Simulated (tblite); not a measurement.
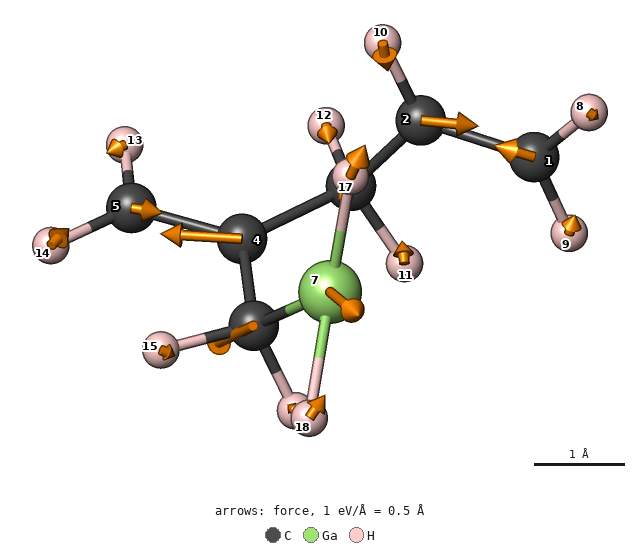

Starting geometry of C6H11Ga with the computed forces as orange arrows. The picture is a ball-and-stick view, seen from a free direction.

Level of theory: GFN2-xTB geometry optimisation, gas phase (tblite 0.8.0). 

What follows when this structure is relaxed?

Answer. It isn't relaxed: the largest force vector, on a C atom, is 2.83 eV/Å. The final displacements have little in common with the starting forces (cosine between the two patterns 0.14). The atom that moves furthest after the best rigid fit is an H atom (1.76 Å). By element the largest moves are H 1.76 Å, C 0.61 Å, Ga 0.42 Å. Among the contacts that change: C–Ga 3.474 → 2.493 Å, C–Ga 3.209 → 2.686 Å, C–Ga 1.863 → 2.040 Å, Ga–H 1.659 → 1.568 Å. Bond angles that change, for instance: C–Ga–H 102.2° → 123.5°, C–C–Ga 124.7° → 105.1°, C–Ga–H 131.6° → 120.3°. Groups turn about C–Ga by about 30°. After 120 geometry steps the energy has fallen by 21.5 kcal/mol.
